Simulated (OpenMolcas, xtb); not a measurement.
AlH2O2F (SMILES [OH][Al]([OH])[F]): the dipole moment, rung by rung

The species is AlH2O2F (6 atoms), meant as a singlet with charge 0. SMILES: `[OH][Al]([OH])[F]`. Geometry: relaxed at PBE0-D4/def2-TZVP. This is one conformer, not always the lowest.

```xyz
6

O    -0.5726    1.3276   -0.6788
Al   -0.0455   -0.1455   -0.0675
O     1.0580   -0.1396    1.1990
F    -0.5985   -1.5644   -0.6959
H    -1.1983    1.3975   -1.3971
H     1.3991   -0.9396    1.5940
```

Quantity: the dipole moment, in D. The values are calculated.

| level | kind | program | value (D) | CPU time |
| --- | --- | --- | --- | --- |
| GFN0-xTB | semi-empirical | xtb | 0.57 | under 2 s |
| GFN1-xTB | semi-empirical | xtb | 1.39 | under 2 s |
| HF/STO-3G | Hartree–Fock | OpenMolcas | 1.30 | 1.7 s |
| HF/3-21G | Hartree–Fock | OpenMolcas | 1.63 | 1.9 s |
| HF/def2-SVP | Hartree–Fock | OpenMolcas | 1.09 | 3.7 s |
| HF/def-TZVP | Hartree–Fock | OpenMolcas | 1.16 | 7.5 s |
| SVWN5/def2-TZVP | LDA | OpenMolcas | 0.75 | 50 s |
| TM/def-SVP (RICD fitting) | meta-GGA | OpenMolcas | 0.80 | 6 s |
| r2SCAN/6-31G** (spherical functions) | meta-GGA | OpenMolcas | 1.01 | 18 s |
| B3LYP/6-31G* (spherical functions) | global hybrid | OpenMolcas | 1.03 | 13 s |

The values span 0.57 to 1.63 D. Magnitudes only: a small dipole may point the other way at some levels. Sets without polarisation functions give poor dipoles. Without the sets that lack polarisation functions the rows with a basis span only 0.75 to 1.16 D. Times are those of the runs behind each value, whatever else they computed, on shared processors of several kinds: orders of magnitude only.

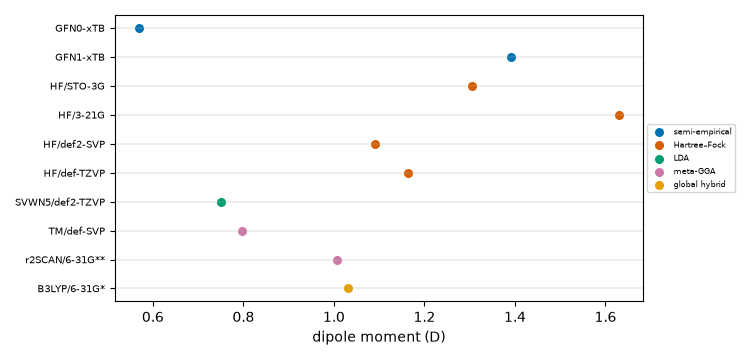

The values of the table, level by level.
